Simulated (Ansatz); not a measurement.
GaH6N3···H2O

Input file:

```
crystal:
  periodic: [false, false, false]
  atoms:
    - { symbol: Ga, position_ang: [0.0, 0.0, 0.0] }
    - { symbol: "N", position_ang: [0.0, 0.0, 2.28] }
    - { symbol: H, position_ang: [-0.877, -0.2713, 2.81] }
    - { symbol: H, position_ang: [0.877, 0.2713, 2.81] }
    - { symbol: "N", position_ang: [1.6714, 0.0, -0.965] }
    - { symbol: H, position_ang: [2.138, -0.9179, -1.2168] }
    - { symbol: H, position_ang: [2.1227, 0.9179, -1.2432] }
    - { symbol: "N", position_ang: [-1.6714, 0.0, -0.965] }
    - { symbol: H, position_ang: [-2.3403, -0.8164, -0.8664] }
    - { symbol: H, position_ang: [-1.9204, 0.8164, -1.5936] }
    - { symbol: O, position_ang: [-0.6081, 1.8879, 0.659] }
    - { symbol: H, position_ang: [-1.5382, 2.0813, 0.316] }
    - { symbol: H, position_ang: [-0.3905, 1.2125, 1.8185] }
basis:
  gaussian: { orbitals: def2-SVP }
hamiltonian:
  xc: b3lyp
  dispersion: d4
relax:
  f_tol: 0.15
  max_steps: 25
  restrain:
    - { distance: [0, 10], at: 2.99, k: 30.0 }
    - { distance: [12, 1], at: 2.26, k: 30.0 }
    - { distance: [0, 1], at: 1.93, k: 30.0 }
    - { distance: [12, 10], at: 1.01, k: 30.0 }
output:
  orbitals: {}
```

Command:

```sh
ansatz run input.yaml --threads 4 --pin off --max-ram 5120MiB --backend cpu --events-out ev --progress --plain --runs-dir out
```

The fields are those of the run's last geometry, not of the input's.

Not at a stationary point (largest force 1.0 eV/Å).

Theory: RKS B3LYP-D4/def2-SVP (Ansatz).

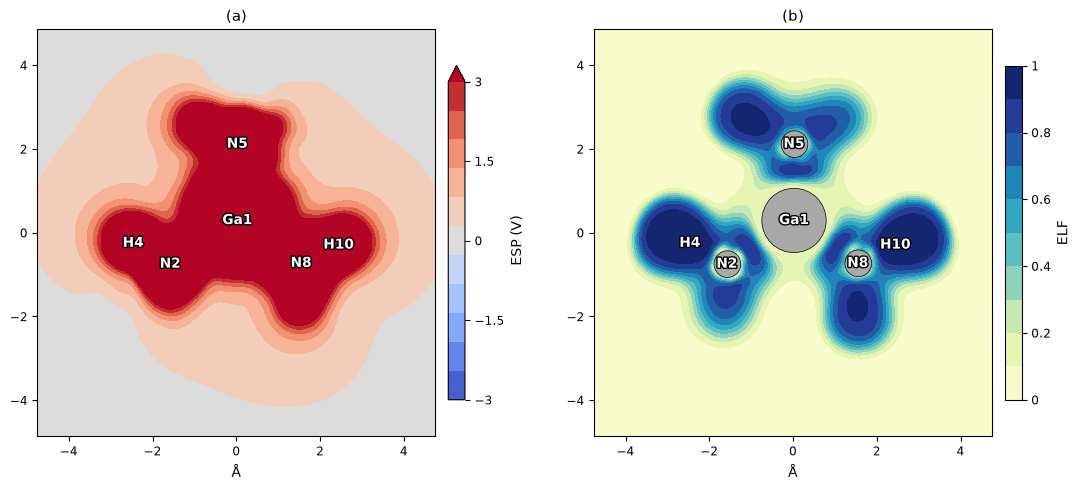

Figure 1. (a) electrostatic potential; (b) ELF on the plane of atoms N2, Ga1 and N8. Grey discs cover the atomic cores in the ELF map.

Q: Read the bonding off the picture.

A:
- The section cuts through Ga, N and H sites.
- Ga–N (1.83 Å): the ELF peaks at about 0.85 in the valence shell of N, 0.6 Å from its nucleus, and is about 0.35 at the midpoint.
- Ga–N (1.90 Å): the ELF peaks at about 0.85 in the valence shell of N, 0.7 Å from its nucleus, and is about 0.30 at the midpoint.
- N–H (1.02 Å): the ELF climbs to about 1 towards the hydrogen, as it does in any bond to H (an ordinary covalent bond to hydrogen).
- The potential has no marked negative region in this plane.

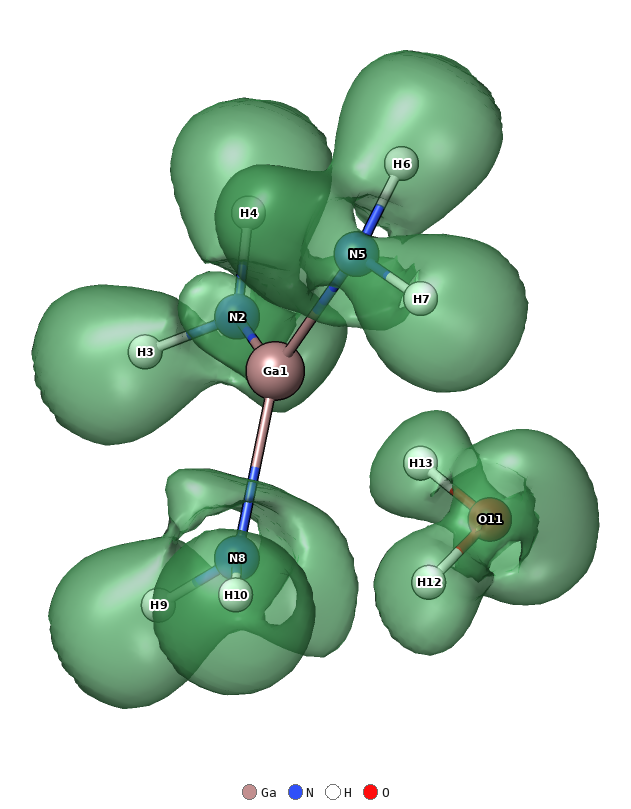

Figure 2. Isosurface of the ELF at 0.8 (green), seen at an oblique angle. Only the valence region is drawn (cores and ρ < 0.01 e/Å³ removed).

Q: Identify the bonds, lone pairs and shells in this picture.

A: At this value the surface marks out three joined regions spread over several atoms (H, N), in which their bonds and any lone pairs are merged and one joined region spread over several atoms (H, O), in which their bonds and any lone pairs are merged.


Ga1···H13 (2.71 Å): the ELF dips to about 0.05 between them.

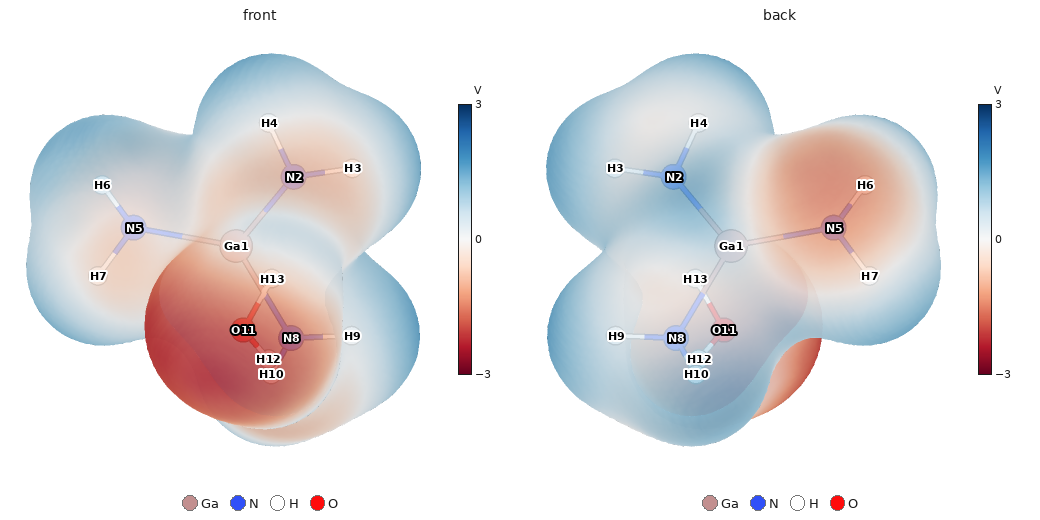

Figure 3. The electrostatic potential painted on the density surface at 0.002 e/bohr³, seen from the front and from behind; the colour scale runs from red (negative) to blue (positive).

Q: Describe the electrostatic potential map.

A: The most negative region (about −2.3 V) lies over O11, the most positive (about +1.5 V) over H3 and H9. O11 is the likeliest acceptor of a hydrogen bond.
